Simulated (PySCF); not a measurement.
**What a change does: NMR shielding calculation on C7H13BO2**

System: C7H13BO2, SMILES C[C@@H]1CC2(CC2)[C@H]1B(O)O.
Method of the first run: GIAO PBE0/pcSseg-1 NMR shielding, non-relativistic, gas phase (PySCF 2.14.0).

The geometry comes from this level: PBE0-D3(BJ)/def2-SVP. Text and figures count atoms from 1; the logs count them from 0 in places.

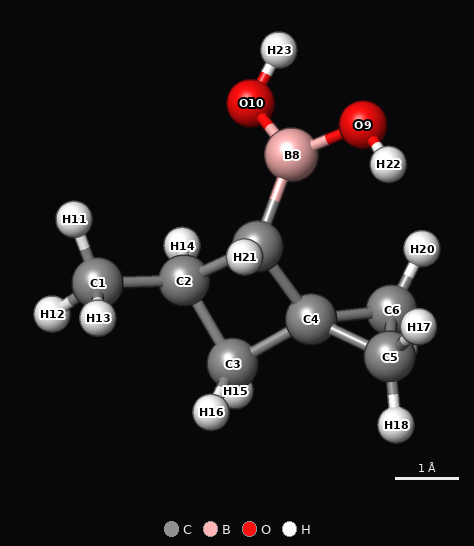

**Figure 1.** The structure as given in the input (ball-and-stick view, seen on its broad side; atoms are numbered from 1 in the order of the input).

### Input, the first run
```
{"job": {"kind": "nmr", "xc": "PBE0", "basis": "pcSseg-1"}, "charge": 0, "multiplicity": 1}
C     -2.480501    -1.337133     0.065949
C     -1.262928    -0.601494    -0.444159
C      0.049595    -1.390187    -0.655014
C      0.800195    -0.228831    -0.018976
C      2.161557    -0.213465     0.586651
C      1.889873     0.560351    -0.675898
C     -0.518143     0.350389     0.529151
B     -0.720942     1.906589     0.406666
O      0.038221     2.810368     1.103805
O     -1.647799     2.397458    -0.457285
H     -3.294648    -0.634295     0.303910
H     -2.862854    -2.050682    -0.681636
H     -2.246268    -1.904882     0.981958
H     -1.520413    -0.045690    -1.359829
H      0.321921    -1.665353    -1.686157
H      0.086002    -2.294703    -0.024351
H      2.312149     0.346912     1.515861
H      2.765114    -1.123691     0.518721
H      2.305820     0.181233    -1.614082
H      1.853061     1.652103    -0.607769
H     -0.660936     0.011716     1.573457
H      0.668705     2.390139     1.694940
H     -1.649726     3.361586    -0.460116
```

The first line tells a small driver script what to run in PySCF; the rest is the geometry in Å.

Hardware: 1 CPU thread, shared host.

### Output (the first run)
```
coarse grid: 18920 points
cycle   1  E = -449.1205820737  dE =  1.481e+00  |g| = 9.064e-01  |ddm| = 4.250e+00
cycle   2  E = -449.0116793283  dE =  1.089e-01  |g| = 1.212e+00  |ddm| = 1.546e+00
cycle   3  E = -449.2818718913  dE = -2.702e-01  |g| = 9.115e-02  |ddm| = 9.217e-01
cycle   4  E = -449.2833707248  dE = -1.499e-03  |g| = 3.706e-02  |ddm| = 9.827e-02
cycle   5  E = -449.2836795040  dE = -3.088e-04  |g| = 7.625e-03  |ddm| = 3.686e-02
cycle   6  E = -449.2836892993  dE = -9.795e-06  |g| = 3.502e-03  |ddm| = 8.909e-03
cycle   7  E = -449.2836917032  dE = -2.404e-06  |g| = 5.277e-04  |ddm| = 2.667e-03
final grid: 181920 points
cycle   8  E = -449.3622440896  dE = -7.156e-05  |g| = 1.042e-02  |ddm| = 4.933e-02
cycle   9  E = -449.3622267184  dE =  1.737e-05  |g| = 1.381e-02  |ddm| = 2.195e-02
cycle  10  E = -449.3622701253  dE = -4.341e-05  |g| = 1.293e-03  |ddm| = 1.266e-02
cycle  11  E = -449.3622704606  dE = -3.353e-07  |g| = 2.272e-04  |ddm| = 1.123e-03
cycle  12  E = -449.3622704706  dE = -1.002e-08  |g| = 7.970e-05  |ddm| = 2.519e-04
cycle  13  E = -449.3622704718  dE = -1.200e-09  |g| = 2.698e-05  |ddm| = 7.545e-05
cycle  14  E = -449.3622704720  dE = -1.272e-10  |g| = 6.389e-06  |ddm| = 2.154e-05
converged SCF energy = -449.3622704720

GIAO shielding tensors (ppm)
atom      isotropic    diamagn.    paramagn.     s11        s22        s33       span
  0 C      160.468     245.307     -84.839    142.952    153.429    185.022     42.070
  1 C      156.226     250.251     -94.025    143.324    159.400    165.954     22.630
  2 C      144.066     248.959    -104.893    129.201    137.251    165.746     36.545
  3 C      168.139     251.655     -83.516    127.236    160.109    217.072     89.836
  4 C      171.858     254.293     -82.435    140.196    173.938    201.441     61.245
  5 C      170.259     254.579     -84.320    137.293    171.998    201.485     64.192
  6 C      148.007     255.972    -107.964    133.688    143.095    167.239     33.551
  7 B       70.353     195.941    -125.588     50.460     67.441     93.159     42.699
  8 O      205.467     389.769    -184.301     90.827    261.110    264.466    173.639
  9 O      212.726     386.127    -173.401    108.329    254.804    275.047    166.718
 10 H       29.954      28.554       1.400     25.213     28.156     36.493     11.280
 11 H       30.027      27.966       2.060     25.674     27.019     37.387     11.713
 12 H       30.542      29.882       0.659     26.484     29.442     35.699      9.215
 13 H       28.608      33.522      -4.914     25.466     28.437     31.920      6.453
 14 H       29.493      32.335      -2.842     25.529     27.105     35.846     10.317
 15 H       29.451      32.403      -2.951     25.841     28.607     33.905      8.064
 16 H       31.364      32.880      -1.516     25.623     29.221     39.248     13.625
 17 H       30.905      31.595      -0.691     25.481     27.298     39.935     14.454
 18 H       30.935      32.001      -1.066     25.742     27.156     39.908     14.166
 19 H       30.767      32.770      -2.003     24.970     29.312     38.019     13.049
 20 H       30.049      34.850      -4.802     27.777     29.360     33.009      5.232
 21 H       28.364      34.487      -6.123     21.622     28.051     35.418     13.796
 22 H       27.562      29.058      -1.497     21.617     23.130     37.938     16.321
```

For the second run the input was changed thus:
```diff
-"xc": "PBE0"
+"xc": "B97-2"
+"pop": false
```

Predict how the results change.

The total energies belong to different methods, so their difference says nothing on which is more stable or more accurate. The HOMO goes from −7.50 to −7.25 eV. Of all shieldings, the largest change is that of O10, by +3.2 ppm. The functional changes from PBE0 to B97-2. The SCF takes 13 iterations against 14.

### Output (the second run)
```
coarse grid: 18920 points
cycle   1  E = -449.4791960620  dE =  1.421e+00  |g| = 9.467e-01  |ddm| = 4.269e+00
cycle   2  E = -449.3396211521  dE =  1.396e-01  |g| = 1.298e+00  |ddm| = 1.651e+00
cycle   3  E = -449.6547965742  dE = -3.152e-01  |g| = 9.660e-02  |ddm| = 1.011e+00
cycle   4  E = -449.6565431726  dE = -1.747e-03  |g| = 3.851e-02  |ddm| = 1.057e-01
cycle   5  E = -449.6568772645  dE = -3.341e-04  |g| = 8.268e-03  |ddm| = 3.893e-02
cycle   6  E = -449.6568887423  dE = -1.148e-05  |g| = 3.809e-03  |ddm| = 9.630e-03
cycle   7  E = -449.6568916031  dE = -2.861e-06  |g| = 6.099e-04  |ddm| = 2.905e-03
final grid: 181920 points
cycle   8  E = -449.7276086011  dE = -1.164e-04  |g| = 3.701e-03  |ddm| = 5.317e-02
cycle   9  E = -449.7276068822  dE =  1.719e-06  |g| = 4.992e-03  |ddm| = 7.127e-03
cycle  10  E = -449.7276113694  dE = -4.487e-06  |g| = 3.730e-04  |ddm| = 3.483e-03
cycle  11  E = -449.7276113844  dE = -1.502e-08  |g| = 2.461e-04  |ddm| = 5.534e-04
cycle  12  E = -449.7276113969  dE = -1.244e-08  |g| = 5.684e-05  |ddm| = 2.244e-04
cycle  13  E = -449.7276113975  dE = -6.448e-10  |g| = 1.463e-05  |ddm| = 6.479e-05
converged SCF energy = -449.7276113975

GIAO shielding tensors (ppm)
atom      isotropic    diamagn.    paramagn.     s11        s22        s33       span
  0 C      159.689     245.260     -85.571    142.559    152.752    183.756     41.197
  1 C      155.056     250.577     -95.520    142.279    158.256    164.635     22.356
  2 C      143.431     249.385    -105.954    128.662    136.801    164.830     36.167
  3 C      167.270     252.077     -84.807    126.716    158.962    216.133     89.418
  4 C      171.294     254.469     -83.176    140.301    172.631    200.949     60.648
  5 C      169.722     254.792     -85.070    137.316    170.839    201.011     63.696
  6 C      147.835     256.207    -108.372    133.577    142.992    166.935     33.358
  7 B       72.292     196.265    -123.973     53.617     69.949     93.309     39.692
  8 O      208.371     389.825    -181.454     99.003    261.347    264.763    165.760
  9 O      215.890     386.487    -170.596    115.900    257.191    274.579    158.679
 10 H       30.059      28.664       1.395     25.405     28.293     36.480     11.075
 11 H       30.129      27.999       2.130     25.861     27.164     37.362     11.501
 12 H       30.631      30.071       0.560     26.651     29.543     35.698      9.047
 13 H       28.728      33.771      -5.042     25.651     28.597     31.938      6.287
 14 H       29.604      32.513      -2.910     25.690     27.253     35.867     10.177
 15 H       29.554      32.598      -3.044     25.999     28.722     33.940      7.941
 16 H       31.468      33.069      -1.601     25.767     29.414     39.223     13.456
 17 H       31.019      31.696      -0.676     25.639     27.503     39.917     14.278
 18 H       31.046      32.144      -1.097     25.899     27.358     39.882     13.982
 19 H       30.870      33.005      -2.134     25.120     29.484     38.007     12.887
 20 H       30.160      35.117      -4.957     27.935     29.486     33.058      5.123
 21 H       28.557      34.649      -6.092     21.826     28.206     35.640     13.814
 22 H       27.765      29.204      -1.440     21.815     23.341     38.137     16.322
```

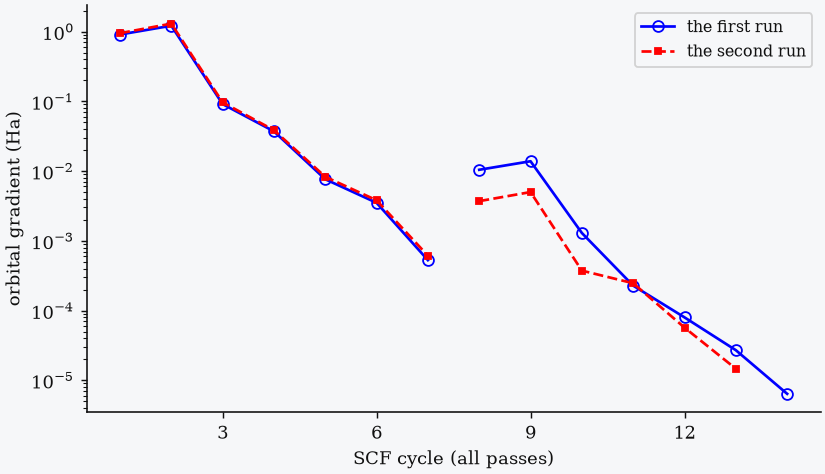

**Figure 2.** Convergence of the two runs: orbital gradient against the SCF cycle. A break in a curve parts two SCF passes (coarse and final grid). The first run takes 14 cycles in all, and the second run takes 13.

### The two runs side by side

```tsv
quantity	the first run	the second run
outcome	converged	converged
total energy (hartree)	−449.362270	−449.727611
HOMO (eV)	−7.50	−7.25
LUMO (eV)	0.81	0.84
dipole moment (D)	1.08	1.07
shielding of C1 (ppm)	160.5	159.7
shielding of C2 (ppm)	156.2	155.1
shielding of C3 (ppm)	144.1	143.4
shielding of C4 (ppm)	168.1	167.3
shielding of B8 (ppm)	70.4	72.3
shielding of O9 (ppm)	205.5	208.4
shielding of O10 (ppm)	212.7	215.9
SCF iterations	14	13
basis functions	235	235
wall time (shared host)	37 s	33 s
```
